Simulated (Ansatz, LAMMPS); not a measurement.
**Electronic structure of glassy 68GeO2-29SrO-3Gd2O3 (mol %) (105 atoms)**

What does DFT give for glassy 68GeO2-29SrO-3Gd2O3 (mol %) (105 atoms) as built?

Calculated with Ansatz 0.2.0; Kohn-Sham DFT, LDA, PAW (set soft_2), plane waves.

### Step 1. The structure

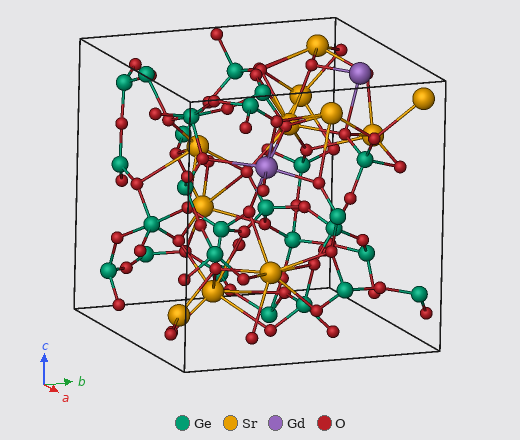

Start, viewed slightly off an axis; germanium teal, strontium orange, gadolinium purple, oxygen red. Bonds to atoms that aren't drawn are left out. Some periodic images of atoms are drawn too.

The cell holds 105 atoms: 26 Ge, 11 Sr, 2 Gd and 66 O. Its edges and angles: a = 11.606 Å, b = 11.606 Å, c = 11.606 Å, α = 90.0°, β = 90.0°, γ = 90.0°. 105 atoms (26 Ge, 11 Sr, 2 Gd, 66 O) placed at random at 4.49 g/cm³, melted at 4000 K for 10 ps at fixed volume with the Morse and Coulomb pair potential with partial charges (Pedone, Malavasi, Menziani, Cormack and Segre, J. Phys. Chem. B 110, 11780 (2006)). Quenched from 4000 K to 300 K at 20 K/ps and fixed volume, held 5 ps, then minimised at fixed cell.

Before any run, some limits are plain. The quench rate of 20 K/ps far exceeds what a furnace or splat quench reaches, so expect more defects and frozen-in strain than in a real sample. The network of bonds at the start is that of the classical potential that made the cell, and needn't be the one that DFT or experiment would give. Without a Hubbard term or exact exchange, open shells on Gd are likely too delocalised. Sampling is at Γ alone, for a cell whose shortest periodic width is 12 Å. Spin–orbit coupling is left out, which matters for the levels of the heavy elements.

### Step 2. How the cell was made

A classical potential makes the cell, at a small fraction of what the same run would cost in DFT.

This step: classical MD, Morse and Coulomb pair potential with partial charges (Pedone, Malavasi, Menziani, Cormack and Segre, J. Phys. Chem. B 110, 11780 (2006)) (LAMMPS 22 Jul 2025 - Update 4).

The input, in.lmp:

```
# melt-quench of Ge26Sr11Gd2O66
units metal
atom_style charge
boundary p p p
region box block 0 11.6062 0 11.6062 0 11.6062
create_box 4 box
mass 1 72.6300   # Ge
mass 2 87.6200   # Sr
mass 3 157.2500   # Gd
mass 4 15.9990   # O
create_atoms 1 random 26 600850 NULL overlap 1.5 maxtry 2000
create_atoms 2 random 11 600857 NULL overlap 1.5 maxtry 2000
create_atoms 3 random 2 600864 NULL overlap 1.5 maxtry 2000
create_atoms 4 random 66 600871 NULL overlap 1.5 maxtry 2000
pair_style hybrid/overlay pedone 5.5 coul/long 8.0
pair_coeff * * coul/long
pair_coeff 1 4 pedone 0.158118 2.294230 2.261313 5   # Ge-O
pair_coeff 2 4 pedone 0.019623 1.886000 3.328330 3   # Sr-O
pair_coeff 3 4 pedone 0.000132 2.013000 4.351589 3   # Gd-O
pair_coeff 4 4 pedone 0.042395 1.379316 3.618701 22   # O-O
set type 1 charge 2.4
set type 2 charge 1.2
set type 3 charge 1.8
set type 4 charge -1.2
kspace_style pppm 1.0e-4
neigh_modify delay 0 every 1 check yes
thermo_style custom step time temp pe press density
thermo_modify norm yes
timestep 0.002
thermo 100
min_style cg
minimize 1e-4 1e-4 200 2000
reset_timestep 0
velocity all create 4000 600851 mom yes dist gaussian
# [... 14 lines left out ...]
thermo 1250
fix md all nvt temp 300 300 0.2
run 2500 post no
unfix md
thermo 100
min_style cg
minimize 0 1e-3 2000 20000
write_dump all custom glass.dump id type xs ys zs modify sort id
```

Started as:

```bash
lmp -in in.lmp -log none -nocite
```

Numbers of over 12 decimals in the logs are rounded to 6 here.

The program printed:

```text
LAMMPS (22 Jul 2025 - Update 4)
Created orthogonal box = (0 0 0) to (11.6062 11.6062 11.6062)
Created 26 atoms
Created 11 atoms
Created 2 atoms
Created 66 atoms
PPPM initialization ...
  G vector (1/distance) = 0.37653028
  grid = 12 12 12
  estimated relative force accuracy = 7.5345907e-05
   Step          Time           Temp          PotEng         Press         Density
         0   0              0              0.14349966     767380.98      4.484999
        94   0.188          0             -14.033018      34404.453      4.484999
Loop time of 0.0549618 s on 1 MPI rank(s) for 94 steps with 105 atoms
Minimization stats:
  Stopping criterion = energy tolerance
  Energy initial, next-to-last, final =
     0.143499663169289  -14.0316223406393  -14.0330175755959
  Force two-norm initial, final = 316.70513 2.5998253
  Iterations, force evaluations = 94 119
   Step          Time           Temp          PotEng         Press         Density
[... 12 lines left out ...]
[... 1 line left out ...]
Loop time of 1.92745 s on 1 MPI rank(s) for 5000 steps with 105 atoms
   Step          Time           Temp          PotEng         Press         Density
[... 12 lines left out ...]
Loop time of 34.0545 s on 1 MPI rank(s) for 92500 steps with 105 atoms
   Step          Time           Temp          PotEng         Press         Density
[... 2 lines left out ...]
    100000   200            323.14984     -14.134809      14291.758      4.484999
    101000   202            289.49927     -14.136872      13093.414      4.484999
Loop time of 0.850364 s on 1 MPI rank(s) for 2500 steps with 105 atoms
   Step          Time           Temp          PotEng         Press         Density
    101000   202            289.49927     -14.136872      13093.414      4.484999
    101020   202.04         289.49927     -14.176574      12120.846      4.484999
Loop time of 0.0293086 s on 1 MPI rank(s) for 20 steps with 105 atoms
Minimization stats:
  Stopping criterion = linesearch alpha is zero
  Energy initial, next-to-last, final =
     -14.1368720516418  -14.1765741575939  -14.1765741575939
  Force two-norm initial, final = 13.036553 0.45013483
  Iterations, force evaluations = 20 71
```

Run time: 37 s. Hardware: 1 thread of Arm Neoverse V2, shared host; peak memory 0.077 GiB.

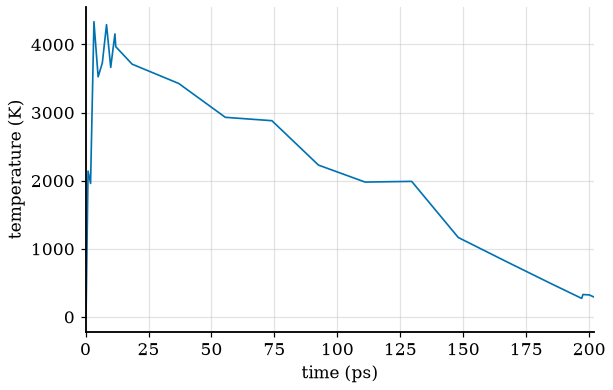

Temperature, plotted against time.

### Step 3. Plane-wave single point

One self-consistent run at the given positions yields energy and forces.

The input, input.yaml:

```yaml
crystal:
  lattice:
    - [11.6062, 0.0, 0.0]
    - [0.0, 11.6062, 0.0]
    - [0.0, 0.0, 11.6062]
  atoms:
    - { symbol: Ge, position: [0.28562, 0.72595, 0.266] }
    - { symbol: Ge, position: [0.375, 0.09869, 0.94871] }
    - { symbol: Ge, position: [0.37332, 0.60182, 0.01932] }
    - { symbol: Ge, position: [0.43307, 0.55352, 0.43298] }
    - { symbol: Ge, position: [0.61392, 0.17316, 0.84325] }
    - { symbol: Ge, position: [0.19644, 0.04569, 0.18363] }
    - { symbol: Ge, position: [0.92805, 0.14115, 0.40896] }
    - { symbol: Ge, position: [0.76451, 0.09074, 0.62299] }
    - { symbol: Ge, position: [0.16778, 0.80736, 0.50911] }
    - { symbol: Ge, position: [0.9604, 0.60524, 0.52034] }
    - { symbol: Ge, position: [0.11214, 0.56161, 0.8625] }
    - { symbol: Ge, position: [0.69492, 0.82335, 0.65168] }
    - { symbol: Ge, position: [0.65503, 0.61493, 0.12183] }
    - { symbol: Ge, position: [0.5922, 0.46128, 0.90357] }
    - { symbol: Ge, position: [0.932, 0.65244, 0.23743] }
    - { symbol: Ge, position: [0.65033, 0.72731, 0.39486] }
    - { symbol: Ge, position: [0.16183, 0.09668, 0.56546] }
    - { symbol: Ge, position: [0.50828, 0.91947, 0.25395] }
    - { symbol: Ge, position: [0.5816, 0.3155, 0.40672] }
    - { symbol: Ge, position: [0.11418, 0.12701, 0.85457] }
    - { symbol: Ge, position: [0.01081, 0.27126, 0.18366] }
    - { symbol: Ge, position: [0.06698, 0.38355, 0.6327] }
    - { symbol: Ge, position: [0.14327, 0.50728, 0.125] }
    - { symbol: Ge, position: [0.37353, 0.13365, 0.3904] }
    - { symbol: Ge, position: [0.9521, 0.93546, 0.20506] }
    - { symbol: Ge, position: [0.87798, 0.28899, 0.93558] }
    - { symbol: Sr, position: [0.21388, 0.40081, 0.3971] }
    - { symbol: Sr, position: [0.43164, 0.96735, 0.66878] }
    - { symbol: Sr, position: [0.84759, 0.9809, 0.90046] }
    - { symbol: Sr, position: [0.21864, 0.83578, 0.9605] }
    - { symbol: Sr, position: [0.78922, 0.42211, 0.28564] }
    - { symbol: Sr, position: [0.41157, 0.64666, 0.72989] }
    - { symbol: Sr, position: [0.67519, 0.11618, 0.12572] }
    - { symbol: Sr, position: [0.38772, 0.30145, 0.66936] }
    - { symbol: Sr, position: [0.0073, 0.86664, 0.72322] }
    - { symbol: Sr, position: [0.82678, 0.63007, 0.86889] }
    - { symbol: Sr, position: [0.45087, 0.34571, 0.14399] }
    - { symbol: Gd, position: [0.55664, 0.8573, 0.93542], spin: -7.0 }
    - { symbol: Gd, position: [0.76313, 0.40797, 0.6711], spin: 7.0 }
    - { symbol: O, position: [0.63777, 0.53465, 0.78538] }
    - { symbol: O, position: [0.65666, 0.48436, 0.0368] }
    - { symbol: O, position: [0.91017, 0.3012, 0.08188] }
    - { symbol: O, position: [0.07573, 0.99108, 0.89828] }
    - { symbol: O, position: [0.18422, 0.30487, 0.59341] }
    - { symbol: O, position: [0.93925, 0.01845, 0.32688] }
    - { symbol: O, position: [0.45218, 0.4951, 0.93358] }
    - { symbol: O, position: [0.13361, 0.94558, 0.54901] }
    - { symbol: O, position: [0.8429, 0.58179, 0.14572] }
    - { symbol: O, position: [0.61683, 0.85558, 0.33276] }
    - { symbol: O, position: [0.55374, 0.93359, 0.11711] }
    - { symbol: O, position: [0.68604, 0.37736, 0.49076] }
    - { symbol: O, position: [0.88408, 0.04484, 0.69329] }
    - { symbol: O, position: [0.63683, 0.02281, 0.86935] }
    - { symbol: O, position: [0.63527, 0.27362, 0.27627] }
    - { symbol: O, position: [0.39499, 0.82528, 0.26769] }
    - { symbol: O, position: [0.6811, 0.96761, 0.60982] }
    - { symbol: O, position: [0.52772, 0.66298, 0.44981] }
    - { symbol: O, position: [0.0995, 0.15799, 0.1632] }
    - { symbol: O, position: [0.50317, 0.43976, 0.36912] }
    - { symbol: O, position: [0.68951, 0.18854, 0.70363] }
    - { symbol: O, position: [0.32225, 0.59916, 0.34338] }
    - { symbol: O, position: [0.33885, 0.25618, 0.31183] }
    - { symbol: O, position: [0.30164, 0.04306, 0.08262] }
    - { symbol: O, position: [0.26945, 0.69654, 0.1218] }
    - { symbol: O, position: [0.09833, 0.93339, 0.16722] }
    - { symbol: O, position: [0.14521, 0.10672, 0.71177] }
    - { symbol: O, position: [0.93662, 0.32074, 0.63319] }
    - { symbol: O, position: [0.79866, 0.8123, 0.75391] }
    - { symbol: O, position: [0.0567, 0.48888, 0.52162] }
    - { symbol: O, position: [0.72467, 0.75601, 0.5202] }
    - { symbol: O, position: [0.07113, 0.61, 0.20611] }
    - { symbol: O, position: [0.86788, 0.56889, 0.62514] }
    - { symbol: O, position: [0.05752, 0.1507, 0.47667] }
    - { symbol: O, position: [0.84377, 0.40823, 0.86004] }
    - { symbol: O, position: [0.18981, 0.7806, 0.36624] }
    - { symbol: O, position: [0.28185, 0.774, 0.59364] }
    - { symbol: O, position: [0.07458, 0.50304, 0.99419] }
    - { symbol: O, position: [0.59232, 0.32451, 0.85541] }
    [... 21 atom lines left out ...]
    - { symbol: O, position: [0.24615, 0.1714, 0.90833] }
    - { symbol: O, position: [0.49804, 0.60592, 0.12985] }
    - { symbol: O, position: [0.04056, 0.68773, 0.8441] }
    - { symbol: O, position: [0.42702, 0.72319, 0.94669] }
    - { symbol: O, position: [0.91564, 0.79612, 0.23109] }
    - { symbol: O, position: [0.09675, 0.389, 0.2051] }
magnetization:
  spin_polarized: true
kpoints:
  mp_grid: { grid: [1, 1, 1] }
hamiltonian:
  xc: lda
scf:
  occupations: { method: fermi_dirac, width: 0.025 }
output:
  forces: true
  stress: true
  populations: true
  dos:
    method: { smearing: { sigma: 0.08 } }
    de: 0.1
    projected: { site_lists: { Gd: [Gd], Ge: [Ge], O: [O], Sr: [Sr] } }
  eigenvalues: true
  write_density: true
  write_potential: true
  volumetric_format: npy
```

Started as:

```bash
ansatz run input.yaml --threads 8 --pin off --max-ram 15872MiB --backend cpu --events-out ev --progress --plain --runs-dir out
```

The program printed:

```text
Gd: projections on atomic orbitals take those of the free atom [Kr 4d10] 4f7 5s2 5p6 5d1 6s2, of charge +0.00 (hamiltonian.pseudopotentials.projection_atoms); the dataset's partial waves leave at most 2.5e-4 of an orbital's norm unspanned inside its sphere
Engine: ansatz 0.2.0, aarch64-unknown-linux-gnu
Pseudopotentials: kind: paw
Pseudopotential: Ge, paw, valence charge 14, recommended cutoff 420 eV (normal), Ge.paw.azcp
Pseudopotential: Sr, paw, valence charge 10, recommended cutoff 420 eV (normal), Sr.paw.azcp
Pseudopotential: Gd, paw, valence charge 18, recommended cutoff 420 eV (normal), Gd.paw.azcp
Pseudopotential: O, paw, valence charge 6, recommended cutoff 420 eV (normal), O.paw.azcp
[... 3 lines on functional and potentials left out ...]
Crystal: 105 atoms, lattice volume = 1563.400 Å³
Basis set: ecut = 420 eV, 30647 PW (Γ)
Bands: 565, of which v1, the nominal top of the filled ones, is band 453 counted from 1 (452 counted from 0)
Symmetry: 1 space group operations
Space group: P1 (ITA 1), of the structure as read, at distance tolerance 1.2e-4 Å
Magnetic group: BNS 1.1 (UNI 1), of the structure as read, at distance tolerance 1.2e-4 Å
k-points: 1
[... 13 lines on functional and potentials left out ...]
Initial density: superposition of atomic densities (chi_scale 0.1, normalization cell, long waves 23 % of neutral atoms (reshape's long-wave potential 1.23 eV rms, cloud 2.62 Å wide))
Starting moments: Σ|m| = 14 μB on 2 of 105 sites
Starting magnetic order: compensated ferrimagnet; no operation exchanges its spin sublattices
Initial wavefunctions: pseudopotential atomic-orbital guess
Functional: x = slater, c = lda
SCF iter   1: F=—  HF=-202571.888745 eV  |F-HF|=—  |Δ(HF+E_count)|=         —  Δρ=1.42e-1 (↑1.41e-1 ↓1.42e-1)  dr2=2.13e3  dr2_m=5.31e1  M=-1.880 μB ∫|m|=3.247 μB  β_m=0.02  ethr=3.10e-3  ⟨swp⟩=7.5  Hψ=4973  notcnv=0  defer=167
Mixer restart at iter 1: flushing history
preconditioner: auto → Resta (q_TF=auto, 2.491 Å⁻¹)  ε∞=3.4  [insulator: Δε(μ)=0.086 eV  Ē_g=17.914 eV  σ=0.025 eV  W_gap=0.68  n_scr=436 (ndim 8)  ℏωp=27.9 eV  f_vac=0.051  D(μ)=20.83/eV (n_scr^D=92)  ε∞_Penn≈3.4]
spin=Collinear: Resta preconditioning applied to the charge; magnetization (m = ρ↑ − ρ↓) channel mixes plain (no charge-response kernel on spin).
SCF iter   2: F=—  HF=-202520.606603 eV  |F-HF|=—  |Δ(HF+E_count)|=    5.13e1  Δρ=1.33e-1 (↑1.33e-1 ↓1.33e-1)  dr2=1.66e3  dr2_m=5.23e1  M=-0.043 μB ∫|m|=1.392 μB  β_m=0.02  ethr=3.10e-3  ⟨swp⟩=3.0  Hψ=2188  notcnv=0  defer=197
Mixer restart at iter 2: flushing history
preconditioner: auto → Kerker (q_TF=auto, 2.491 Å⁻¹)  [metal: Δε(μ)=0.043 eV  Ē_g=17.912 eV  σ=0.025 eV  W_gap=0.40  n_scr=436 (ndim 8)  ℏωp=27.9 eV  f_vac=0.052  D(μ)=39.96/eV (n_scr^D=250)]
spin=Collinear: Kerker preconditioning applied to the charge; magnetization (m = ρ↑ − ρ↓) channel mixes plain (no charge-response kernel on spin).
SCF iter   3: F=—  HF=-202493.873434 eV  |F-HF|=—  |Δ(HF+E_count)|=    2.67e1  Δρ=1.27e-1 (↑1.27e-1 ↓1.27e-1)  dr2=1.56e3  dr2_m=4.88e1  M=-0.025 μB ∫|m|=1.246 μB  β_m=0.03  ethr=3.10e-3  ⟨swp⟩=2.0  Hψ=1447  notcnv=0  defer=198
Mixer restart at iter 3: flushing history
SCF iter   4: F=—  HF=-202475.445707 eV  |F-HF|=—  |Δ(HF+E_count)|=    1.84e1  Δρ=1.19e-1 (↑1.19e-1 ↓6.48e-2)  dr2=7.60e2  dr2_m=4.39e1  M=6.975 μB ∫|m|=7.736 μB  β_m=0.03  ethr=3.10e-3  ⟨swp⟩=2.5  Hψ=1600  notcnv=0  defer=198
Mixer restart at iter 4: flushing history
SCF iter   5: F=—  HF=-202470.800237 eV  |F-HF|=—  |Δ(HF+E_count)|=    4.65e0  Δρ=6.70e-2 (↑6.70e-2 ↓6.14e-2)  dr2=1.05e2  dr2_m=4.22e1  M=-0.002 μB ∫|m|=14.355 μB  β_m=0.08  ethr=3.10e-3  ⟨swp⟩=2.0  Hψ=1495  notcnv=0  defer=198
Mixer restart at iter 5: flushing history
[...]
SCF iter  62: F=—  HF=-202436.223624 eV  |F-HF|=—  |Δ(HF+E_count)|=   3.44e-6  Δρ=1.70e-5 (↑1.70e-5 ↓1.43e-5)  dr2=1.43e-5  dr2_m=1.13e-7  M=-14.000 μB ∫|m|=14.033 μB  β_m=0.57  ethr=4.03e-9  ⟨swp⟩=2.5  Hψ=1941  notcnv=0  defer=207
SCF iter  63: F=—  HF=-202436.223619 eV  |F-HF|=—  |Δ(HF+E_count)|=   5.14e-6  Δρ=3.23e-6 (↑3.01e-6 ↓3.23e-6)  dr2=7.29e-7  dr2_m=1.14e-8  M=-14.000 μB ∫|m|=14.033 μB  β_m=0.73  ethr=1.58e-9  ⟨swp⟩=3.0  Hψ=1887  notcnv=0  defer=207
SCF iter  64: F=—  HF=-202436.223619 eV  |F-HF|=—  |Δ(HF+E_count)|=   1.54e-7  Δρ=2.59e-6 (↑2.59e-6 ↓2.41e-6)  dr2=3.63e-7  dr2_m=3.13e-9  M=-14.000 μB ∫|m|=14.033 μB  β_m=0.66  ethr=8.04e-11  ⟨swp⟩=3.0  Hψ=1930  notcnv=0  defer=207
SCF iter  65: F=-202436.223619 eV  HF=-202436.223619 eV  |F-HF|=2.26e-8  |Δ(HF+E_count)|=   2.04e-9  Δρ=9.44e-7 (↑9.44e-7 ↓8.68e-7)  dr2=5.44e-8  dr2_m=3.44e-10  M=-14.000 μB ∫|m|=14.033 μB  ethr=1.10e-11  ⟨swp⟩=22.0  Hψ=12044  notcnv=0
SCF 1 converged in 65 iterations: F = -202436.223619 eV  dr2 = 5.44e-8
[...]
WARN: the starting moments were not kept: 1 of 2 ended reversed and 1 kept their direction, counting a site from 0.1 of the cell's largest site moment. The largest reversed, site 38 (counted from 0, in the order of the report's site_moments_mub), [...]
SCF converged after 65 iterations
Magnetization: -14.0000 μB (446.0000 up, 460.0000 down)
Absolute magnetization: 14.0345 μB (∫|ρ↑−ρ↓|, with the PAW one-centre terms)
Spin contamination: 0.0137 ħ² per cell (⟨S²⟩ above its minimum at these occupations)
Per-site moments (μB) at R_I (Å): [(-2.2506520215413343e-5, 0.707378), (-7.529337230071836e-5, 0.716079), (-0.000137058, 0.724323), (-8.245996641217353e-7, 0.697463), (-0.000343661, [...]
Free energy (F): -202436.223619 eV
Harris-Foulkes:  -202436.223619 eV  (|F-HF|=2.26e-8)
Internal energy: -202436.223619 eV  (E = F + TS)
E sigma→0 (E₀):  -202436.223619 eV
Fermi energy:    6.751066 eV
--- Per-component energies (eV) ---
  E_band       = -6990.621307
  E_kinetic    = 17957.096796
  E_local      = -119723.960215  (includes V_loc(G=0)·N_el)
  E_nonlocal   = 17346.807793
  E_hartree    = 49605.689298
  E_xc         = -9051.981941
  E_vxc        = -10090.744861  (∫ρ·V_xc dr)
  E_paw        = -101452.698082  (= ΣΔE_a)
  E_vpaw       = -11691.366276  (= ΣTr[D̂ρ^β])
  E_aug_tail   = 0.176687  (compensation charges beyond the density's cutoff)
  E_ewald      = -57179.160812
  E_core_change = 61.806856  (= ΣΔE_core)
  E_smearing   = -0.000000  (= −TS)
  E_closure    = 0.000000  (closes the sum)
  Σ components = -202436.223619   (vs F -202436.223619, Δ=0.00e0)
--- Forces (eV/Å), atoms counted from 1 ---
  atom   1  Ge     1.31255796     0.36274818     0.77193545
  atom   2  Ge    -0.31341713     0.23386563    -0.12366285
  atom   3  Ge     0.76710217    -0.10471195     1.41221182
  atom   4  Ge     0.85189780     0.14749125    -0.08570837
  atom   5  Ge    -0.30935533    -0.74677100    -0.05309494
  atom   6  Ge     0.33078026     0.85421187     0.90411131
  atom   7  Ge     0.88436805    -1.72707501    -0.03389046
  atom   8  Ge     1.57952595    -1.51611551     1.35499227
  atom   9  Ge     1.57450098    -0.84976224    -0.60000176
  atom  10  Ge     0.76634974    -0.58505136    -0.02142735
  atom  11  Ge     0.38600563    -0.24925994     0.29474017
  atom  12  Ge     0.11158024     0.83540085    -0.60351378
  atom  13  Ge    -1.48967607     1.15039090    -0.39712190
  atom  14  Ge     0.31820147     0.91515915     0.75309267
[...]
atom 104  O     -0.46757993     0.29789438     0.31753503
  atom 105  O      0.55249313     0.14032093     1.33699333
  max |Σ_I F_I| component: 1.15e-4 eV/Å
--- Stress (GPa, compression-positive) ---
       -1.532337      -0.045795      -0.505600
       -0.045795       0.632780      -0.841212
       -0.505600      -0.841212      -2.392780
  P = ⅓ Tr σ = -1.0974 GPa (-10.974 kbar)
--- Band table (eV) ---
  k-point 0 ↑: bands = ["-34.4813", "-34.2540", "-28.1031", "-28.0933", [... 549 levels ...], "13.6124", "13.6756", "13.7173", "13.7625", "13.7899", "13.8298", "13.8562", "13.8784", "13.9206", "13.9737", "13.9969", "14.0182"]
  k-point 0 ↓: bands = ["-37.3765", "-37.1394", "-28.1033", "-28.0933", [... 549 levels ...], "13.5810", "13.6148", "13.6677", "13.6917", "13.7278", "13.7730", "13.7986", "13.8198", "13.8471", "13.9367", "13.9500", "13.9700"]
--- Löwdin populations: 105 sites ---
  site symbol       q [e]    m [muB]
     0     Ge     12.4565    -0.0001
     1     Ge     12.5658    -0.0002
     2     Ge     12.6091    -0.0001
[...]
104      O      6.7941    -0.0000
  spilling = 0.006918 (of n_electrons = 906.000000)
```

The job ended after 2.7 min (8 threads of Arm Neoverse V2, shared host; peak memory 4.3 GiB).

The program notes that starting moments were not kept and the stability of the SCF solution was not settled.

Numbers from this run:

- free energy: -202436.2236 eV
- free energy per atom: -1927.9640 eV/atom
- SCF cycles: 65
- pressure: -1.097 GPa
- r.m.s. force component: 0.889 eV/Å
- longest force: 2.72 eV/Å
- Fermi energy: 6.751 eV
- gap (highest filled to lowest empty level): 1.774 eV
- total moment: -14 μB
- absolute moment: 14.03 μB
- spilling of the projection: 0.006918

Length of the force by element:

```
element  coordination  atoms  mean length of the force (eV/Å)  spread  least  most
     Gd           all      2                             1.24  0.0503   1.19  1.29
     Ge           all     26                             1.40   0.621  0.391  2.72
      O           all     66                             1.58   0.464  0.263  2.71
     Sr           all     11                            0.631   0.336  0.290  1.38
```

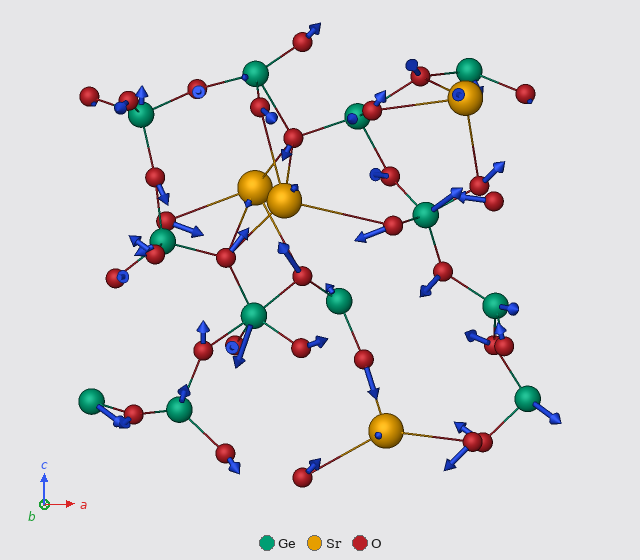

Forces as arrows; the longest in the cell is 2.72 eV/Å. Drawn is a slice 4 Å thick, seen along the normal of the ac plane. Bonds to atoms that aren't drawn are left out.

(Part 1 of 2 ends here.)

[Logs are printed without paths, hosts, clocks, repeated set-up lines and the standing remarks that a program may print on its own settings, such as how far it seeks lower states.]

[Hosts, paths, dates, database ids (printed as entryN), source tags and the programs' standing remarks are cut or masked in the printed files.]
